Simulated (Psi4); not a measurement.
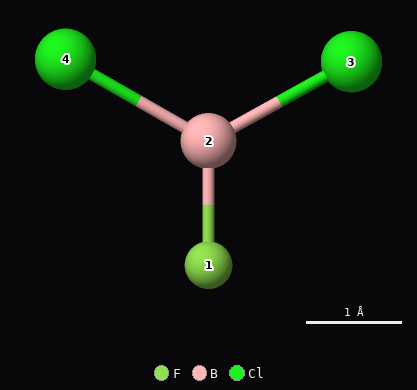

*The structure (ball-and-stick view, seen on its broad side; atoms are numbered from 1 in the order of the input).*

Bond lengths as drawn: B–Cl 1.74 Å and B–F 1.31 Å.

**Single-point calculation of BCl2F**

- system: BCl2F
- method: MN15/aug-cc-pVDZ, RKS (Psi4 1.11)

The geometry comes from this level: PBE0-D4/def2-TZVP.

### Input (bcl2f.in)
```
memory 1.6 GB

molecule m {
  0 1
  F      0.114370    -1.165320    -0.781190
  B      0.007910    -0.080610    -0.054040
  Cl    -1.549540     0.373780     0.571420
  Cl     1.427260     0.872140     0.263810
  symmetry c1
}

set {
  basis                aug-cc-pVDZ
  puream               true
  scf_type             pk
  dft_radial_points    15
  dft_spherical_points 26
}

energy('mn15')
print_variables()
```

Launched with:
```bash
psi4 bcl2f.in bcl2f.out -n 1
```

### The program's output
```
Psi4 1.11 release

   => Loading Basis Set <=

    Name: AUG-CC-PVDZ
    Role: ORBITAL
    Keyword: BASIS

         ---------------------------------------------------------
                                   SCF
                              RKS Reference
                        1 Threads,   1525 MiB Core
         ---------------------------------------------------------

  ==> Geometry <==

    Molecular point group: c1
    Full point group: C1

    Geometry (in Angstrom), charge = 0, multiplicity = 1:

       Center              X                  Y                   Z               Mass
    ------------   -----------------  -----------------  -----------------  -----------------
         F            0.134541614209    -1.370849327020    -0.918972504086    18.998403162730
         B            0.028081614209    -0.286139327020    -0.191822504086    11.009305360000
         CL          -1.529368385791     0.168250672980     0.433637495914    34.968852682000
         CL           1.447431614209     0.666610672980     0.126027495914    34.968852682000

  Running in c1 symmetry.

  Rotational constants: A =      0.23681  B =      0.10475  C =      0.07263 [cm^-1]
  Rotational constants: A =   7099.39342  B =   3140.31978  C =   2177.24512 [MHz]
  Nuclear repulsion =  181.669072785720459

  Charge       = 0
  Multiplicity = 1
  Electrons    = 48
  Nalpha       = 24
  Nbeta        = 24

  ==> Algorithm <==

  SCF Algorithm Type is PK.
  DIIS enabled.
  MOM disabled.
  Fractional occupation disabled.
  Guess Type is SAD.
  Energy threshold   = 1.00e-06
  Density threshold  = 1.00e-06
  Integral threshold = 1.00e-12

  ==> Primary Basis <==

  Basis Set: AUG-CC-PVDZ
    Blend: AUG-CC-PVDZ
    Number of shells: 40
    Number of basis functions: 100
    Number of Cartesian functions: 108
    Spherical Harmonics?: true
    Max angular momentum: 2

  ==> DFT Potential <==

   => LibXC <=

    Version 7.1.2

   => Composite Functional: MN15 <=

   MN15 Hybrid Meta-GGA Exchange-Correlation Functional

    Deriv               =              1
    GGA                 =           TRUE
    Meta                =           TRUE

    Exchange Hybrid     =           TRUE
    MP2 Hybrid          =          FALSE

   => Exchange Functionals <=

    1.0000   XC_HYB_MGGA_X_MN15

   => Exact (HF) Exchange <=

    0.4400               HF

   => Correlation Functionals <=

    1.0000   XC_MGGA_C_MN15

   => LibXC Density Thresholds  <==

    XC_MGGA_C_MN15:  1.00E-15
    XC_HYB_MGGA_X_MN15:  1.00E-15

   => Molecular Quadrature <=

    Radial Scheme          =       TREUTLER
    Pruning Scheme         =           NONE
    Nuclear Scheme         =       TREUTLER

    Blocking Scheme        =         OCTREE
    BS radius alpha        =              1
    Pruning alpha          =              1
    Radial Points          =             15
    Spherical Points       =             26
    Total Points           =           1534
    Total Blocks           =             25
    Max Points             =            170
    Max Functions          =            100
    Weights Tolerance      =       1.00E-15

  ==> Integral Setup <==

  Using in-core PK algorithm.
   Calculation information:
      Number of atoms:                   4
      Number of AO shells:              40
      Number of primitives:            156
      Number of atomic orbitals:       108
      Number of basis functions:       100

      Integral cutoff                 1.00e-12
      Number of threads:                 1

  Performing in-core PK
  Using 25507550 doubles for integral storage.
  We computed 334776 shell quartets total.
  Whereas there are 336610 unique shell quartets.

  ==> DiskJK: Disk-Based J/K Matrices <==

    J tasked:                  Yes
    K tasked:                  Yes
    wK tasked:                  No
    Memory [MiB]:             1132
    Schwarz Cutoff:          1E-12

  Cached 100.0% of DFT collocation blocks in 0.011 [GiB].

  Minimum eigenvalue in the overlap matrix is 4.1940988569E-04.
  Reciprocal condition number of the overlap matrix is 6.6325849965E-05.
    Using symmetric orthogonalization.

  ==> Pre-Iterations <==

  SCF Guess: Superposition of Atomic Densities via on-the-fly atomic UHF (no occupation information).

   -------------------------
    Irrep   Nso     Nmo
   -------------------------
     A        100     100
   -------------------------
    Total     100     100
   -------------------------

  ==> Iterations <==

                        Total Energy        Delta E     RMS |[F,P]|

   @RKS iter SAD: -1045.13615355311163   -1.04514e+03   0.00000e+00
   @RKS iter   1: -1045.31183076582602   -1.75677e-01   4.45028e-03 DIIS/ADIIS
   @RKS iter   2: -1045.27401368686537    3.78171e-02   5.96241e-03 DIIS/ADIIS
   @RKS iter   3: -1045.38044155061721   -1.06428e-01   6.42579e-04 DIIS/ADIIS
   @RKS iter   4: -1045.38222670734058   -1.78516e-03   5.29481e-05 DIIS
   @RKS iter   5: -1045.38224307497649   -1.63676e-05   1.09861e-05 DIIS
   @RKS iter   6: -1045.38224382567091   -7.50694e-07   3.76350e-06 DIIS
   @RKS iter   7: -1045.38224392188408   -9.62132e-08   1.24156e-06 DIIS
   @RKS iter   8: -1045.38224392968368   -7.79960e-09   4.24397e-07 DIIS
  Energy and wave function converged.

  ==> Post-Iterations <==

   Electrons on quadrature grid:
      Ntotal   =   48.0380714637 ; deviation = 3.807e-02

    Orbital Energies [Eh]
    ---------------------

    Doubly Occupied:

       1A   -100.602339     2A   -100.602339     3A    -24.287137
       4A     -9.452578     5A     -9.452539     6A     -7.328401
       7A     -7.328392     8A     -7.319863     9A     -7.319862
      10A     -7.315901    11A     -7.315901    12A     -6.873545
      13A     -1.298130    14A     -0.926368    15A     -0.895651
      16A     -0.644557    17A     -0.567406    18A     -0.556573
      19A     -0.538199    20A     -0.449466    21A     -0.423745
      22A     -0.409974    23A     -0.387581    24A     -0.371031

    Virtual:

      25A     -0.020068    26A      0.028779    27A      0.058518
      28A      0.061926    29A      0.062588    30A      0.087014
      31A      0.112208    32A      0.126691    33A      0.139286
      34A      0.140766    35A      0.157138    36A      0.171912
      37A      0.172003    38A      0.194415    39A      0.203964
      40A      0.223162    41A      0.224531    42A      0.226822
      43A      0.253278    44A      0.262262    45A      0.280154
      46A      0.283600    47A      0.368866    48A      0.374321
      49A      0.392782    50A      0.393205    51A      0.411971
      52A      0.425505    53A      0.435662    54A      0.472329
      55A      0.491703    56A      0.511933    57A      0.521919
      58A      0.544258    59A      0.565809    60A      0.573159
      61A      0.644651    62A      0.704753    63A      0.790865
      64A      0.812864    65A      0.826244    66A      0.901681
      67A      0.917021    68A      0.919784    69A      0.946716
      70A      0.956843    71A      0.994220    72A      1.027738
      73A      1.057175    74A      1.165046    75A      1.201766
      76A      1.206561    77A      1.209753    78A      1.223443
      79A      1.248341    80A      1.261070    81A      1.270433
      82A      1.275130    83A      1.277306    84A      1.358953
      85A      1.389471    86A      1.423959    87A      1.460783
      88A      1.492144    89A      1.581281    90A      1.600582
      91A      1.637218    92A      1.766403    93A      2.014429
      94A      2.029931    95A      3.169929    96A      4.419271
      97A      4.444041    98A      4.489121    99A      4.518064
     100A      4.541430

    Final Occupation by Irrep:
              A
    DOCC [    24 ]
    NA   [    24 ]
    NB   [    24 ]

  @RKS Final Energy: -1045.38224392968368

   => Energetics <=

    Nuclear Repulsion Energy =            181.6690727857204593
    One-Electron Energy =               -1804.4645433891564608
    Two-Electron Energy =                 618.2203126102823489
    DFT Exchange-Correlation Energy =     -40.8070859365298944
    Empirical Dispersion Energy =           0.0000000000000000
    VV10 Nonlocal Energy =                  0.0000000000000000
    Total Energy =                      -1045.3822439296836819

Computation Completed

Properties will be evaluated at   0.000000,   0.000000,   0.000000 [a0]

Properties computed using the SCF density matrix

 Multipole Moments:

 ------------------------------------------------------------------------------------
     Multipole            Electronic (a.u.)      Nuclear  (a.u.)        Total (a.u.)
 ------------------------------------------------------------------------------------

 L = 1.  Multiply by 2.5417464519 to convert [e a0] to [Debye]
 Dipole X            :          0.0718734           -0.0786930           -0.0068196
 Dipole Y            :         -0.7323375            0.8018151            0.0694777
 Dipole Z            :         -0.4909413            0.5375133            0.0465721
 Magnitude           :                                                    0.0839203

 ------------------------------------------------------------------------------------

	total time  =         14 seconds =       0.23 minutes

  Variable Map:
  ----------------------------------------------------------------------------
  "CURRENT ENERGY"              =>   -1045.382243929684
  "CURRENT REFERENCE ENERGY"    =>   -1045.382243929684
  "DD SOLVATION ENERGY"         =>       0.000000000000
  "DFT FUNCTIONAL TOTAL ENERGY" =>   -1045.382243929684
  "DFT TOTAL ENERGY"            =>   -1045.382243929684
  "DFT VV10 ENERGY"             =>       0.000000000000
  "DFT XC ENERGY"               =>     -40.807085936530
  "GRID ELECTRONS ALPHA"        =>      24.019035731847
  "GRID ELECTRONS BETA"         =>      24.019035731847
  "GRID ELECTRONS TOTAL"        =>      48.038071463694
  "NUCLEAR REPULSION ENERGY"    =>     181.669072785720
  "ONE-ELECTRON ENERGY"         =>   -1804.464543389156
  "PCM POLARIZATION ENERGY"     =>       0.000000000000
  "PE ENERGY"                   =>       0.000000000000
  "SCF ITERATION ENERGY"        =>   -1045.382243929684
  "SCF ITERATIONS"              =>       8.000000000000
  "SCF TOTAL ENERGY"            =>   -1045.382243929684
  "TWO-ELECTRON ENERGY"         =>     618.220312610282
  "XC GRID RADIAL POINTS"       =>      15.000000000000
  "XC GRID SPHERICAL POINTS"    =>      26.000000000000
  "XC GRID TOTAL POINTS"        =>    1534.000000000000

  Array Variable Map:
  ----------------------------------------------------------------------------
  "CURRENT DIPOLE"              =>      -0.006819569130 ... 0.046572059303 1 by 3
  "SCF DIPOLE"                  =>      -0.006819569130 ... 0.046572059303 1 by 3
  "SCF TOTAL ENERGIES"          =>   -1045.136153553112 ... -1045.382243929684 1 by 9

    Psi4 run time: 0:00:14.10
```

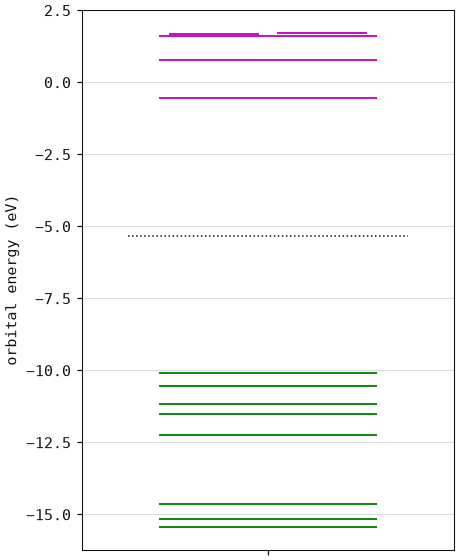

*Orbital energies near the frontier; the dotted line parts filled from empty levels, and levels within 0.02 eV of each other stand side by side.*

Highest filled −10.10 eV, lowest empty −0.55 eV, 9.55 eV apart.

### Results in brief

- outcome: converged
- total energy: −1045.382244 hartree
- basis functions: 100
- HOMO: −10.10 eV
- LUMO: −0.55 eV
- dipole moment: 0.21 D
- hardware: 1 thread of Intel Xeon @ 2.70GHz, 189 GiB of memory available, shared host
- wall time: 16 s
- peak memory: 0.47 GiB

### Remarks

These settings are looser than, or depart from, a standard set-up, so the numbers are not reference values for this system.
